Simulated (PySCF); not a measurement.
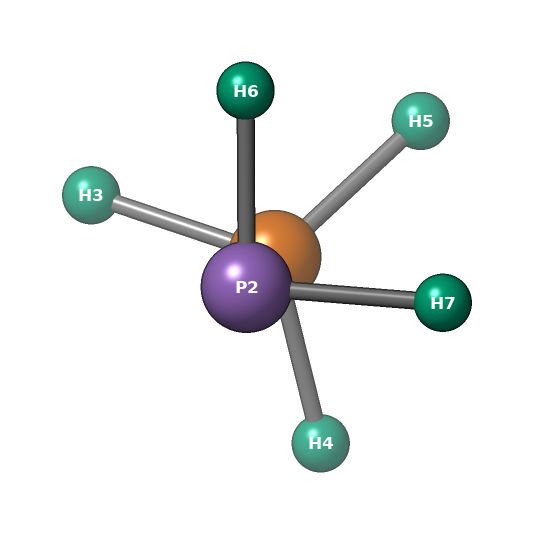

Si1 lies behind P2. The molecule seen nearly along the P2–Si1 bond, P2 in front. Depth is shown by fading: the farther an atom, the more it takes the colour of the background. Computed geometry: PBE0-D3(BJ)/def2-SVP optimisation. No frequency run is at hand to confirm it as a minimum.

Question: What is the torsion angle H6–P2–Si1–H3? The sign is positive where the front bond must turn clockwise to cover the back bond.

Answer: −74°, synclinal (gauche).
